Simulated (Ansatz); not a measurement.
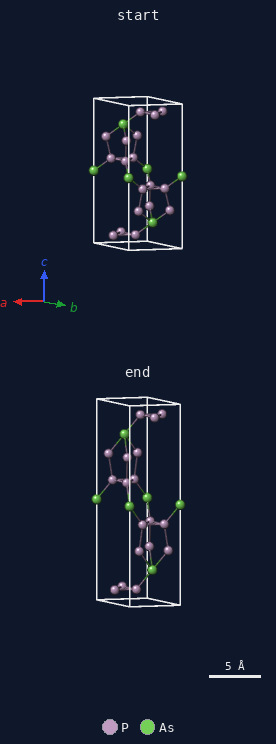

The structure of crystalline AsP6 (a generated structure, set up in R-3m) (coarse preliminary run) before (top) and after (bottom) a relaxation, at one scale.

The picture is a ball-and-stick view of the conventional cell (3 times the calculation's cell), seen from a free direction. Lengths and directions refer to the drawn axes.

The calculation used DFT PBE, scalar-relativistic, plane waves, PAW (Ansatz 0.2.0).

The input:
```yaml
crystal:
  lattice:
    - [2.70837947, 1.56368361, 4.89551906]
    - [-2.70837947, 1.56368361, 4.89551906]
    - [0.0, -3.12736723, 4.89551906]
  atoms:
    - { symbol: P, position: [0.98254471, 0.39716025, 0.39716025] }
    - { symbol: P, position: [0.39716025, 0.98254471, 0.39716025] }
    - { symbol: P, position: [0.39716025, 0.39716025, 0.98254471] }
    - { symbol: P, position: [0.01745529, 0.60283975, 0.60283975] }
    - { symbol: P, position: [0.60283975, 0.01745529, 0.60283975] }
    - { symbol: P, position: [0.60283975, 0.60283975, 0.01745529] }
    - { symbol: As, position: [0.5, 0.5, 0.5] }
basis:
  ecutwfc: 420
kpoints:
  mp_grid: { grid: [6, 6, 6] }
hamiltonian:
  xc: pbe
scf:
  occupations: { method: gaussian, width: 0.1 }
  lower_state_search: "off"
output:
  forces: true
  stress: true
  eigenvalues: true
relax:
  adjacent_minimum: "off"
  f_tol: 0.04
  max_steps: 70
  cell: { stress_tol: 0.4 }
```

Command:
```bash
ansatz run input.yaml --threads 1 --pin off --max-ram 2560MiB --backend cpu --events-out ev --progress --plain --runs-dir out
```

**Describe what moved and what it gained.**

The largest moves relative to the cell, 0.20 Å, are those of P1, P2, P3, P4, P5 and P6. P6 goes along [−1 −2 −2]. As stays in place. The volume changes by +24.8 %, with a = b 5.417 → 5.135 Å (−5.2 %), c 14.687 → 20.401 Å (+38.9 %). Among the contacts that change: P1–P4 2.249 → 2.683 Å, P1–As7 2.278 → 2.681 Å, P1–P2 2.246 → 2.197 Å. Among the angles between lasting bonds that change: P1–As7–P5 91.8° → 113.5°, P1–As7–P2 88.2° → 66.5°, P4–P1–As7 112.8° → 131.6°. The space group stays R-3m (No. 166). After 18 accepted moves (22 points after the start) the energy has fallen by 3.167 eV per cell of the calculation. Largest force component: 1.1 eV/Å at the start, 0.0082 eV/Å at the end. Pressure: 18.94 GPa at the start and 0.06 GPa at the end. The line search rejected the trial step at point 16 of the run. At 3 points the geometry stayed and the basis and grid were re-selected for the new cell (energy shift of 73.2 meV per cell of the calculation at most each time). The run took 2.7 min on 1 thread of Intel(R) Xeon(R) Platinum 8488C (Sapphire Rapids), with other jobs on the host, peak memory 0.56 GiB.
